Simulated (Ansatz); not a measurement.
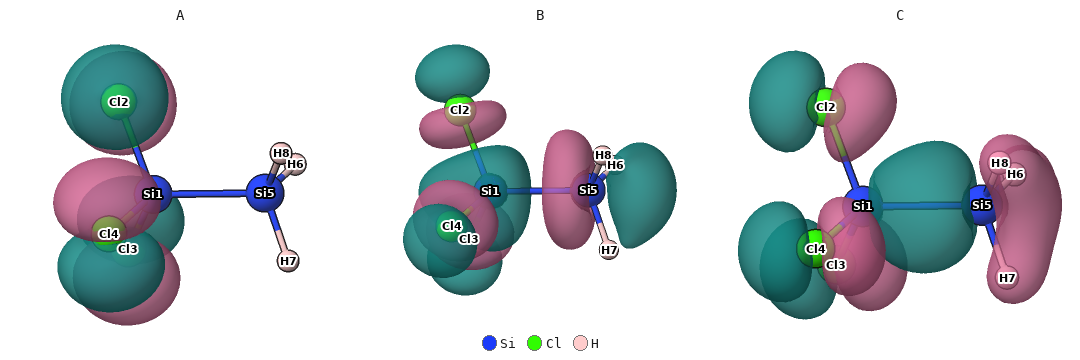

Figure 1: Cl$_{3}$H$_{3}$Si$_{2}$ (SMILES [Si](Cl)(Cl)(Cl)[SiH3]). Three frontier orbitals at ±0.08 Å⁻³ᐟ² (teal and pink are the two phases), in no order.

Method: DFT PBE, Gaussian basis def2-SVP in Ansatz 0.2.0.

```xyz
8

Si   -1.1865   -0.2211   -1.5202
Cl    0.3367    0.1524   -0.1603
Cl   -2.3469   -1.7836   -0.7980
Cl   -0.3347   -0.8092   -3.3195
Si   -2.4972    1.6965   -1.8251
H    -3.0951    2.0901   -0.5041
H    -3.5860    1.3874   -2.8134
H    -1.6243    2.8023   -2.3472
```

Q: Order the three orbitals by energy and name them.

A: A is the HOMO−1 (−7.66 eV). Its weight (Hirshfeld) is mainly on Cl2 (about 30 %), Cl3 (about 30 %) and Cl4 (about 30 %); largely a combination of lone pairs on Cl2, Cl3 and Cl4. C is the HOMO (−7.31 eV). Its weight (Hirshfeld) is mainly on Si5 (about 25 %), Si1 (about 20 %), Cl3 (about 15 %), Cl2 (about 15 %) and Cl4 (about 15 %). B is the LUMO (−1.26 eV). It lies mainly on Si1 (about 30 %), Si5 (about 20 %), Cl3 (about 15 %), Cl2 (about 15 %) and Cl4 (about 15 %).

Q: What is the HOMO–LUMO gap?

A: 6.05 eV between the orbital energies.
